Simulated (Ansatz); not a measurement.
# C3H5B: the cost of one run

Program: Ansatz 0.2.0 through its Python package. Level of theory: PBE0+D3(BJ)/def2-SVP. These are calculated values, not measurements.

## (1) The system

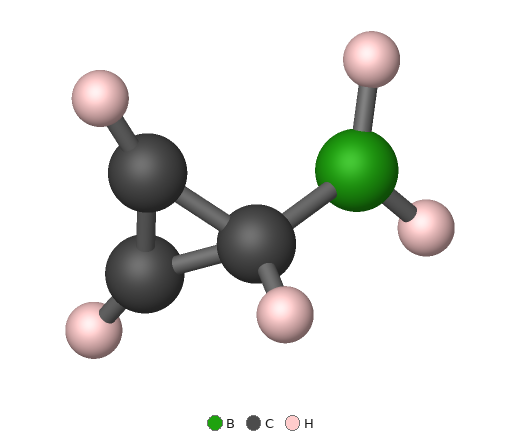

The starting structure, viewed from a chosen angle; boron green, carbon dark grey, hydrogen pink.

No structure file is read: the coordinates are typed or built in the script.

## (2) Script

c3h5b.py

```python
"""Rigid torsion scan of C3H5B."""

import ansatz as az
from ase import Atoms

BASIS_SET = "def2-SVP"
FUNCTIONAL = "PBE0"
VDW = "d3bj"
FORCE_TOL = 0.02


def main() -> None:
    atoms = Atoms(["B", "C", "C", "C", "H", "H", "H", "H", "H"], positions=[
        (1.3249, -0.2754, -0.2314),
        (-0.0695, -0.1522, 0.5166),
        (-1.1622, -0.3773, -0.3283),
        (-0.8237, 0.96, 0.1251),
        (1.9361, 0.6939, -0.5221),
        (1.8202, -1.3381, -0.3744),
        (-0.2131, -0.4882, 1.5639),
        (-1.7959, -1.0496, -0.8962),
        (-1.0168, 2.0269, 0.1469),
    ])

    # relax first, so that the scan starts from a minimum
    first = (
        az.Crystal.molecule_from_ase(atoms).calculation()
        .basis(gaussian=BASIS_SET)
        .functional(FUNCTIONAL, dispersion=VDW)
        .relax(force_tolerance=FORCE_TOL, max_steps=80)  # relax until the tolerances are met
    )
    atoms.positions = first.run().report["positions_ang"]

    start = atoms.get_dihedral(2, 1, 0, 4)
    energies = {}
    for turn in range(0, 360, 30):
        turned = atoms.copy()
        turned.set_dihedral(2, 1, 0, 4, start + turn, indices=[0, 4, 5])
        base = (
            az.Crystal.molecule_from_ase(turned).calculation()
            .basis(gaussian=BASIS_SET)  # atom-centred Gaussian functions
            .functional(FUNCTIONAL, dispersion=VDW)
        )
        energies[round((start + turn) % 360)] = base.run().report["free_energy_ev"]
    floor = min(energies.values())
    print("dihedral C2-C1-B0-H4 (deg)   E - E(min) (eV)")
    for angle, e in sorted(energies.items()):
        print(f"{angle:8d} {(e - floor):14.3f}  " + "#" * int(30 * (e - floor) / max(max(energies.values()) - floor, 1e-9)))


if __name__ == "__main__":
    main()
```

## (3) What the engine is handed

The engine receives this input (first run):

```yaml
crystal:
  periodic: [false, false, false]
  atoms:
    - { symbol: B, position_ang: [1.3249, -0.2754, -0.2314] }
    - { symbol: C, position_ang: [-0.0695, -0.1522, 0.5166] }
    - { symbol: C, position_ang: [-1.1622, -0.3773, -0.3283] }
    - { symbol: C, position_ang: [-0.8237, 0.96, 0.1251] }
    - { symbol: H, position_ang: [1.9361, 0.6939, -0.5221] }
    - { symbol: H, position_ang: [1.8202, -1.3381, -0.3744] }
    - { symbol: H, position_ang: [-0.2131, -0.4882, 1.5639] }
    - { symbol: H, position_ang: [-1.7959, -1.0496, -0.8962] }
    - { symbol: H, position_ang: [-1.0168, 2.0269, 0.1469] }
basis:
  gaussian:
    orbitals: def2-SVP
hamiltonian:
  xc: pbe0
  dispersion: d3bj
relax:
  f_tol: 0.02
  max_steps: 80
```

## (4) The run

Started as:

```
python c3h5b.py
```

**Question.** How long does this script take on 1 thread of Arm Neoverse V2, shared host, and how much memory does it need?

About 61 s, with a peak of 0.22 GiB.
